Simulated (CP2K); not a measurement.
**C2H6OSSi (SMILES C[Si]1(S)CO1) at AM1**

What is the vertical electron affinity of C2H6OSSi at AM1? 

The calculation is run with CP2K 2026.2.

### Step 1. The molecule

The species is C2H6OSSi (11 atoms), meant as a singlet with charge 0. SMILES: `C[Si]1(S)CO1`. Geometry: relaxed at GFN2-xTB. This is one conformer, not always the lowest.

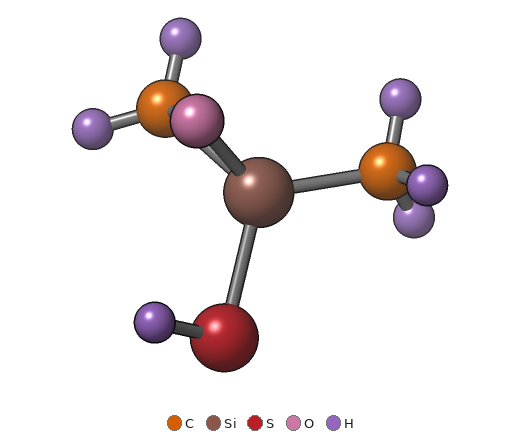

The structure, seen from a chosen angle (carbon orange, silicon brown, sulfur red, oxygen pink, hydrogen purple).

### Step 2. Energy and gradient at AM1

Input file qs.inp:

```
&FORCE_EVAL
  METHOD Quickstep
  &DFT
    CHARGE 0
    MULTIPLICITY 1
    &QS
      METHOD AM1
      EPS_DEFAULT 1.0E-10
      &SE
        &COULOMB
          CUTOFF [angstrom] 50
          RC_RANGE [angstrom] 0
        &END
        &EXCHANGE
          CUTOFF [angstrom] 50
          RC_RANGE [angstrom] 0
        &END
      &END
    &END
    &POISSON
      PERIODIC NONE
      POISSON_SOLVER ANALYTIC
    &END
    &SCF
      SCF_GUESS ATOMIC
      EPS_SCF 1.0E-06
      MAX_SCF 80
      ADDED_MOS 4
      &DIAGONALIZATION
        ALGORITHM STANDARD
      &END
      &MIXING
        METHOD DIRECT_P_MIXING
        ALPHA 0.4
      &END
    &END
    &PRINT
      &MOMENTS
        PERIODIC F
        REFERENCE COM
        MAX_MOMENT 1
      &END
      &MO ON
        ENERGIES T
        OCCUPATION_NUMBERS T
        NDIGITS 6
        &EACH
          QS_SCF 0
        &END
        ADD_LAST NUMERIC
      &END
      &HIRSHFELD OFF
      &END
    &END
  &END
  &SUBSYS
    &CELL
      ABC [angstrom] 12.4 11 12
      PERIODIC NONE
    &END
    &COORD
      C     -1.366540    -0.703330    -0.890720
      Si     0.195890     0.064180    -0.176050
      S      1.782860     0.254380    -1.607640
      C      0.587780     0.137510     1.625600
      O      0.105490     1.322530     0.882790
      H     -1.132470    -1.617440    -1.425280
      H     -2.079970    -0.933510    -0.106580
      H     -1.840720    -0.020320    -1.589680
      H      2.280450     1.368220    -1.094160
      H      1.589630     0.291170     2.000610
      H     -0.122400    -0.163390     2.381110
    &END
    &TOPOLOGY
      &CENTER_COORDINATES
      &END
    &END
  &END
  &PRINT
    &FORCES ON
    &END
  &END
&END
&GLOBAL
  PROJECT_NAME qs
  RUN_TYPE ENERGY_FORCE
  PRINT_LEVEL MEDIUM
&END
```

Launch:

```bash
$ OMP_NUM_THREADS=1 cp2k.psmp -i qs.inp > qs.out 2>&1
```

The program printed:

```text
CP2K| version string:                                       CP2K version 2026.2
[...]
 GLOBAL| Method name                                                        CP2K
[...]
 GLOBAL| Run type                                                   ENERGY_FORCE
[...]
                             - Atoms:                                         11
[...]
                             - Spherical basis functions:                     26
[...]
 Number of electrons:                                                         30
[...]
     1 P_Mix/Diag. 0.40E+00    0.0     0.75684520       -27.7826289413 -2.78E+01
[...]
    19 DIIS/Diag.  0.70E-07    0.0     0.00000019       -34.4177397467 -6.82E-13
  *** SCF run converged in    19 steps ***
  Core-core repulsion energy [eV]:                           2057.20582536249276
  Core Hamiltonian energy [eV]:                             -1511.08277885732105
  Two-electron integral energy [eV]:                        -2965.35474845791168
  Electronic energy [eV]:                                   -2993.76015308627666
  Total energy [eV]:                                         -936.55432772378424
  Atomic reference energy [eV]:                               935.38305931234925
  Heat of formation [kcal/mol]:                               -27.01009336589507
[...]
 SE_DIPOLE| Moment [Debye]          0.90811773       1.12659653      -0.78876907
 SE_DIPOLE| Derivative [a.u.]       0.00000000       0.00000000       0.00000000
 ENERGY| Total FORCE_EVAL ( QS ) energy [hartree]            -34.417739746747017
 FORCES| Atomic forces [hartree/bohr]
 FORCES|   Atom     x               y               z               |f|
 FORCES|      1  3.53162067E-02  1.35901584E-02  1.49899976E-02   4.07016817E-02
 FORCES|      2 -3.59502239E-02 -8.68913370E-02 -4.70932361E-02   1.05167942E-01
 FORCES|      3  2.31450435E-02 -1.56786936E-03 -2.41832269E-02   3.35108895E-02
 FORCES|      4 -1.58541416E-02  2.02403340E-02 -4.42125735E-02   5.11446633E-02
 FORCES|      5  2.88943747E-03  5.98659709E-02  8.79876070E-02   1.06461741E-01
 FORCES|      6  4.13493747E-03 -1.85244241E-02 -1.03732880E-02   2.16300046E-02
 FORCES|      7 -1.29797975E-02 -4.19666460E-03  1.59778819E-02   2.10090420E-02
 FORCES|      8 -7.93214731E-03  1.39061234E-02 -1.25984902E-02   2.03720687E-02
 FORCES|      9  3.79858435E-03  3.07635864E-03  1.61025317E-04   4.89072129E-03
 FORCES|     10  1.40077987E-02  3.55614413E-03  6.45646495E-03   1.58287878E-02
 FORCES|     11 -1.05756979E-02 -3.05479449E-03  1.28878379E-02   1.69491452E-02
 FORCES| Sum     8.25728375E-16 -3.60822483E-16  2.35922393E-16
 FORCES| Total atomic force                                       9.31493204E-16
[...]
```

It took 1 s on 1 thread of AMD EPYC 7R43 (Zen 3), shared host; peak memory 0.18 GiB.

### Step 3. The doublet anion, same level

Input file gas.inp:

```
&GLOBAL
  PROJECT_NAME gas
  RUN_TYPE ENERGY_FORCE
  PRINT_LEVEL MEDIUM
&END GLOBAL

&FORCE_EVAL
  METHOD Quickstep
  &DFT
    CHARGE -1
    MULTIPLICITY 2
    UKS T
    &QS
      METHOD AM1
      EPS_DEFAULT 1.0E-10
      &SE
        &COULOMB
          CUTOFF [angstrom] 50
          RC_RANGE [angstrom] 0
        &END COULOMB
        &EXCHANGE
          CUTOFF [angstrom] 50
          RC_RANGE [angstrom] 0
        &END EXCHANGE
      &END SE
    &END QS
    &POISSON
      PERIODIC NONE
      POISSON_SOLVER ANALYTIC
    &END POISSON
    &SCF
      SCF_GUESS ATOMIC
      EPS_SCF 1.0E-06
      MAX_SCF 30
      &OT ON
        MINIMIZER DIIS
        PRECONDITIONER FULL_ALL
      &END OT
      &OUTER_SCF
        EPS_SCF 1.0E-06
        MAX_SCF 5
      &END OUTER_SCF
    &END SCF
    &PRINT
      &MOMENTS
        PERIODIC F
        REFERENCE COM
        MAX_MOMENT 1
      &END MOMENTS
      &MO_CUBES
        NLUMO 1
        NHOMO -1
        WRITE_CUBE F
      &END MO_CUBES
      &HIRSHFELD OFF
      &END HIRSHFELD
    &END PRINT
  &END DFT
  &SUBSYS
    &CELL
      ABC [angstrom] 12.4 11 12
      PERIODIC NONE
    &END CELL
    &COORD
      C     -1.366540    -0.703330    -0.890720
      Si     0.195890     0.064180    -0.176050
      S      1.782860     0.254380    -1.607640
      C      0.587780     0.137510     1.625600
      O      0.105490     1.322530     0.882790
      H     -1.132470    -1.617440    -1.425280
      H     -2.079970    -0.933510    -0.106580
      H     -1.840720    -0.020320    -1.589680
      H      2.280450     1.368220    -1.094160
      H      1.589630     0.291170     2.000610
      H     -0.122400    -0.163390     2.381110
    &END COORD
    &TOPOLOGY
      &CENTER_COORDINATES
      &END CENTER_COORDINATES
    &END TOPOLOGY
  &END SUBSYS
  &PRINT
    &FORCES ON
    &END FORCES
  &END PRINT
&END FORCE_EVAL
```

Launch:

```bash
$ OMP_NUM_THREADS=1 cp2k.psmp -i gas.inp > gas.out 2>&1
```

The program printed, cut to the lines that bear on the results:

```text
CP2K| version string:                                       CP2K version 2026.2
[...]
 GLOBAL| Method name                                                        CP2K
[...]
 GLOBAL| Run type                                                   ENERGY_FORCE
[...]
                             - Atoms:                                         11
[...]
                             - Spherical basis functions:                     26
[...]
 Number of electrons:                                                         16
[...]
     1 OT DIIS     0.15E+00    0.0     0.15792690       -29.0769989059 -2.91E+01
[...]
    16 OT DIIS     0.15E+00    0.0     0.00000088       -34.4777517246 -3.19E-09
  *** SCF run converged in    16 steps ***
  Core-core repulsion energy [eV]:                           2057.20582536249276
  Core Hamiltonian energy [eV]:                             -1539.13240503677093
  Two-electron integral energy [eV]:                        -2912.52151402882964
  Electronic energy [eV]:                                   -2995.39316205118575
  Total energy [eV]:                                         -938.18733668869322
  Atomic reference energy [eV]:                               935.38305931234925
  Heat of formation [kcal/mol]:                               -64.66817769474021
[...]
 SE_DIPOLE| Moment [Debye]          2.28029871       0.65027248      -1.84338969
 SE_DIPOLE| Derivative [a.u.]       0.00000000       0.00000000       0.00000000
 *** WARNING in qs_scf_post_se.F:140 :: Printing of MO cube files not ***
 *** implemented for Semi-Empirical method.                           ***
 ENERGY| Total FORCE_EVAL ( QS ) energy [hartree]            -34.477751724736237
[...]
```

Wall time 1.9 s (1 thread of AMD EPYC 7R43 (Zen 3), shared host); peak memory 0.18 GiB.

### Step 4. What came out

Level: AM1.

| quantity | value |
| --- | --- |
| singlet C2H6OSSi: total energy | -34.41774 Eh |
| singlet C2H6OSSi: dipole moment | 1.65 D |
| singlet C2H6OSSi: HOMO energy | -9.64 eV |
| singlet C2H6OSSi: LUMO energy | -1.31 eV |
| singlet C2H6OSSi: HOMO–LUMO gap | 8.33 eV |
| singlet C2H6OSSi: heat of formation at this unrelaxed shape | -27.0 kcal/mol |
| singlet C2H6OSSi: largest force on an atom | 5.474 eV/Å |
| doublet anion: total energy | -34.47775 Eh |
| doublet anion: heat of formation at this unrelaxed shape | -64.7 kcal/mol |
| doublet anion: largest force on an atom | 6.259 eV/Å |
| vertical electron affinity (to the doublet anion) | 1.633 eV |

At fixed nuclei the extra electron is bound by 1.63 eV (158 kJ/mol). The largest force (singlet C2H6OSSi) is 5.47 eV/Å: the shape isn't a stationary point for this species at this level. A minimal valence basis can't be trusted even for the sign of an electron affinity.
